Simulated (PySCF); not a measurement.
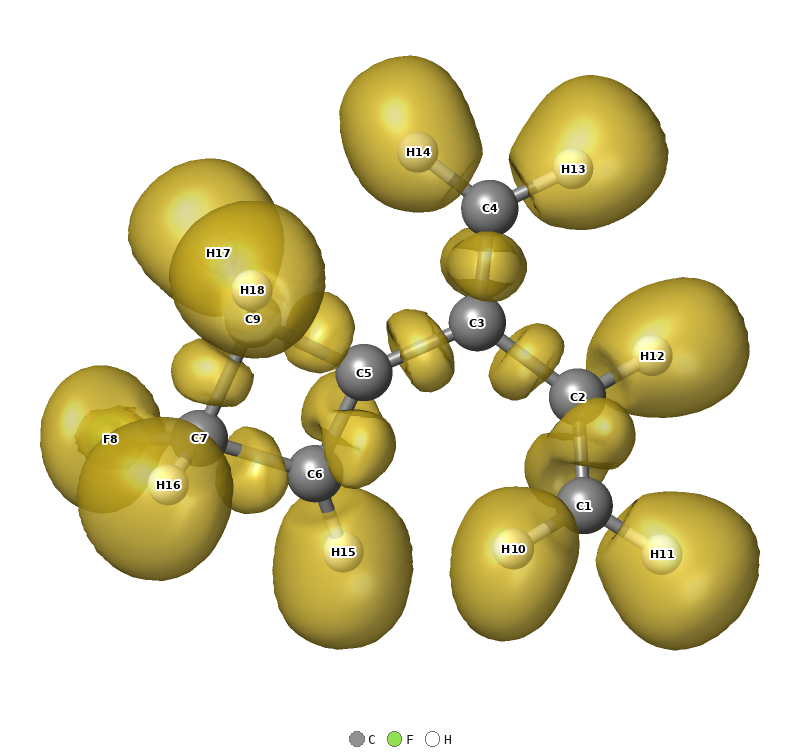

C8H9F (SMILES C=CC(=C)C1=C[C@H](F)C1). Isosurface of the ELF at 0.75 (yellow), seen at a tilt. Only the valence region is drawn (cores and ρ < 0.01 e/Å³ removed).

Geometry: GFN2-xTB.

These are results of PBE0/pcSseg-1, SCF density, gas phase, non-relativistic (PySCF), not measurements.

```xyz
18

C     2.5835   -0.4083   -0.0888
C     1.9147    0.5265   -0.7493
C     0.5102    0.8770   -0.5371
C     0.0589    2.0959   -0.8654
C    -0.4014   -0.0988    0.0251
C    -0.4242   -1.4328    0.1772
C    -1.7478   -1.4264    0.8871
F    -2.7687   -2.1224    0.2820
C    -1.7701    0.1018    0.6425
H     2.1230   -1.0069    0.6775
H     3.6270   -0.5926   -0.2797
H     2.4288    1.1372   -1.4806
H     0.7052    2.8368   -1.3038
H    -0.9645    2.3842   -0.7014
H     0.2169   -2.2452   -0.1055
H    -1.7383   -1.7433    1.9351
H    -2.5460    0.3977   -0.0600
H    -1.8160    0.7257    1.5333
```

Describe the localisation domains.

Answer. The ELF exceeds this value in eight regions between bonded C–C atoms (shared pairs), nine regions around hydrogen nuclei and one region on F in which the atom's valence shell and bonds are merged.

Values along the shortest contacts:
C–C (1.33 Å): the ELF peaks at about 0.95 between the atoms: a multiple bond. C–F (1.38 Å): the ELF peaks at about 0.85 between the atoms, as expected for a shared but strongly polarised pair.
